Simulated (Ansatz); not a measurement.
**One shape, several levels: BH2Cl (SMILES [H]B([H])Cl)**

Aim: a comparison of 6 runs (UHF/STO-3G, HSE06/STO-3G, SVWN5/STO-3G, UPBE/STO-3G, CCSDT(Q)/STO-3G, FCI/STO-3G) of BH2Cl. 

Program for the calculation: Ansatz 0.2.0.

49 further runs of the same task are left out: 49 set aside as unsound or not needed.

## 1. The structure to begin with

BH2Cl: 4 atoms, total charge 0, spin state singlet. As SMILES, `[H]B([H])Cl`. The H3–B1 distance was set to 1.758 Å, away from the relaxed value. At this shape a bond of the SMILES string is far longer than usual.

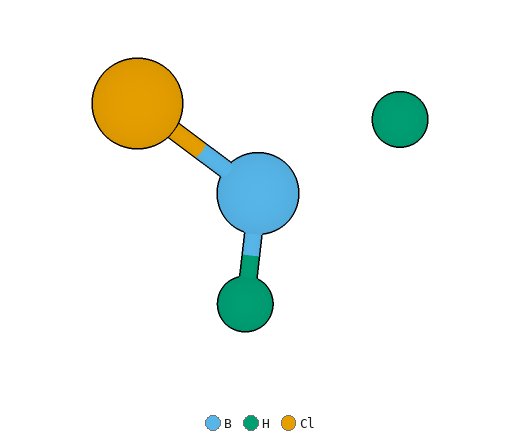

The structure, seen from a chosen angle (boron blue, hydrogen teal, chlorine amber).

## 2. The energy at UHF/STO-3G (run 1)

Contents of run.yaml:

```yaml
crystal:
  periodic: [false, false, false]
  atoms:
    - {symbol: B, position_ang: [0.360050, -0.394201, 0.008861]}
    - {symbol: H, position_ang: [1.530830, -0.437901, 0.024811]}
    - {symbol: H, position_ang: [-0.512130, 1.131590, -0.018950]}
    - {symbol: Cl, position_ang: [-0.506540, -1.825361, 0.013101]}
basis:
  gaussian: {orbitals: STO-3G}
accuracy: high
hamiltonian: {xc: hf}
magnetization: {spin_polarized: true, initial_magnetization: 0}
```

On the command line:

```bash
$ ansatz run run.yaml --threads 1 --pin off --max-ram 2610MiB --events-out events.jsonl --progress --plain --runs-dir runs
```

The program printed:

```text
Warning: RAYON_NUM_THREADS=1 ignored (pool sized by the plan → 1); use --threads N
Functional definition: HF
  name "HF"
  exchange = exact_x
  correlation = 0
263 factors; integrals over basis functions are off by at most 3.5e-8 eV
mean field evaluation 1: about -13059.8366 eV, gradient 1.3e1 eV
mean field evaluation 2: about -13059.8477 eV, gradient 1.3e1 eV
mean field evaluation 4: about -13061.6725 eV, gradient 8.5e-1 eV
mean field evaluation 8: about -13061.6791 eV, gradient 6.8e-5 eV
mean field evaluation 16: about -13061.6908 eV, gradient 7.0e-2 eV
mean field evaluation 32: about -13061.6829 eV, gradient 4.3e-1 eV
mean field evaluation 64: about -13061.6791 eV, gradient 5.1e-4 eV
mean field -13061.69168011 eV, -480.0083157114 hartree, gradient 8.5e-8 eV, S^2 0.097256; 4 other end points of the search recorded, 0 dependent functions left out
reference -13061.69168011 eV, -480.0083157114 hartree; 12, 12 occupied and 4, 4 virtual orbitals, 263 factors
Total energy: -13061.69168011 eV, -480.0083157114 hartree
```

Wall time 0.14 s (1 thread of Arm Neoverse V1, shared host).

## 3. A single-point energy at HSE06/STO-3G (run 2)

Contents of in.yaml:

```yaml
crystal:
  periodic: [false, false, false]
  atoms:
    - {symbol: B, position_ang: [0.360050, -0.394201, 0.008861]}
    - {symbol: H, position_ang: [1.530830, -0.437901, 0.024811]}
    - {symbol: H, position_ang: [-0.512130, 1.131590, -0.018950]}
    - {symbol: Cl, position_ang: [-0.506540, -1.825361, 0.013101]}
basis:
  gaussian: {orbitals: STO-3G}
total_charge: 0
hamiltonian: {xc: hse06}
accuracy: high
```

On the command line:

```bash
$ ansatz run in.yaml --threads 1 --pin off --max-ram 2610MiB --events-out events.jsonl --progress --plain --runs-dir runs
```

The program printed:

```text
Warning: RAYON_NUM_THREADS=1 ignored (pool sized by the plan → 1); use --threads N
Functional definition: HSE06
  name "HSE06"
  parameter a = 0.25
  parameter omega = 0.11/bohr
  exchange = pbe_x - a*pbe_x_sr(omega) + a*exact_x_sr(omega)
  correlation = pbe_c
263 factors; integrals over basis functions are off by at most 3.5e-8 eV
54 factors; integrals over basis functions are off by at most 8.0e-10 eV
mean field evaluation 1: about -13078.2674 eV, gradient 1.6e1 eV
mean field evaluation 2: about -13077.2549 eV, gradient 2.3e1 eV
mean field evaluation 4: about -13079.3569 eV, gradient 2.4e-1 eV
mean field evaluation 8: about -13079.3075 eV, gradient 3.1e-4 eV
mean field -13079.30749415 eV, -480.6556849371 hartree, gradient 5.8e-8 eV, S^2 0.000000; 0 other end points of the search recorded, 0 dependent functions left out
reference -13079.30749574 eV, -480.6556849956 hartree; 12, 12 occupied and 4, 4 virtual orbitals, 263 factors
Total energy: -13079.30749574 eV, -480.6556849956 hartree
```

It took 0.93 s on 1 thread of Arm Neoverse V1, shared host.

Runs 3 to 5 aren't shown in full; the table further down has their settings and results.

## 4. A single-point energy at FCI/STO-3G (run 6)

Contents of molecule.yaml:

```yaml
crystal:
  periodic: [false, false, false]
  atoms:
    - {symbol: B, position_ang: [0.360050, -0.394201, 0.008861]}
    - {symbol: H, position_ang: [1.530830, -0.437901, 0.024811]}
    - {symbol: H, position_ang: [-0.512130, 1.131590, -0.018950]}
    - {symbol: Cl, position_ang: [-0.506540, -1.825361, 0.013101]}
basis:
  gaussian:
    orbitals: STO-3G
correlation:
  method: fci
  frozen_orbitals: {B: 1, Cl: 5, H: 0}
accuracy: high
```

On the command line:

```bash
$ ansatz run molecule.yaml --threads 1 --pin off --max-ram 2610MiB --events-out events.jsonl --progress --plain --runs-dir runs
```

The program printed:

```text
Warning: RAYON_NUM_THREADS=1 ignored (pool sized by the plan → 1); use --threads N
Functional definition: HF
  name "HF"
  exchange = exact_x
  correlation = 0
263 factors; integrals over basis functions are off by at most 3.5e-8 eV
mean field evaluation 1: about -13059.8366 eV, gradient 1.9e1 eV
mean field evaluation 2: about -13059.8477 eV, gradient 1.9e1 eV
mean field evaluation 4: about -13061.6725 eV, gradient 1.2e0 eV
mean field evaluation 8: about -13061.6791 eV, gradient 1.0e-4 eV
mean field -13061.67906166 eV, -480.0078519919 hartree, gradient 8.5e-9 eV, S^2 0.000000; 0 other end points of the search recorded, 0 dependent functions left out; unrestricted orbitals would lower it
mean field evaluation 16: about -13061.6786 eV, gradient 3.3e-1 eV
6 core orbitals not correlated: weight in the atoms' cores, before any rotation towards them, 1.000 or more for the frozen orbitals, at most 0.000 for the correlated occupied ones
reference -13061.67906166 eV, -480.0078519919 hartree; 6, 6 occupied and 4, 4 virtual orbitals, 263 factors
state -13064.14224919 eV, -480.0983724641 hartree
Total energy: -13064.14224919 eV, -480.0983724641 hartree
```

It took 0.32 s on 1 thread of Arm Neoverse V1, shared host.

## 5. All runs side by side

```tsv
run	level	frozen core orbitals	energy (Eh)	wall time
1	UHF/STO-3G	–	-480.008316	0.14 s
2	HSE06/STO-3G	–	-480.655685	0.93 s
3	SVWN5/STO-3G	–	-479.002755	0.5 s
4	UPBE/STO-3G	–	-480.591496	1.2 s
5	CCSDT(Q)/STO-3G	6	-480.098401	0.18 s
6	FCI/STO-3G	6	-480.098372	0.32 s
```

## 6. Results

```
                                          quantity          value
                               run 6: total energy  -480.09837 Eh
run 6: correlation energy (6 core orbitals frozen)      -90.5 mEh
```

What this shows: Against full CI in this basis: UHF +90.1 mEh; CCSDT(Q) -0.0 mEh. Totals of different functionals can't be ranked against each other. In run 5 the log says that unrestricted orbitals would lower the reference, so the values rest on an unstable closed-shell determinant (other closed-shell runs at this shape may share the fault). In runs 1, 2, 3, 4, 5, 6 the basis is minimal, so the values are rough. All runs together took 3.2 s, the longest 1.2 s.
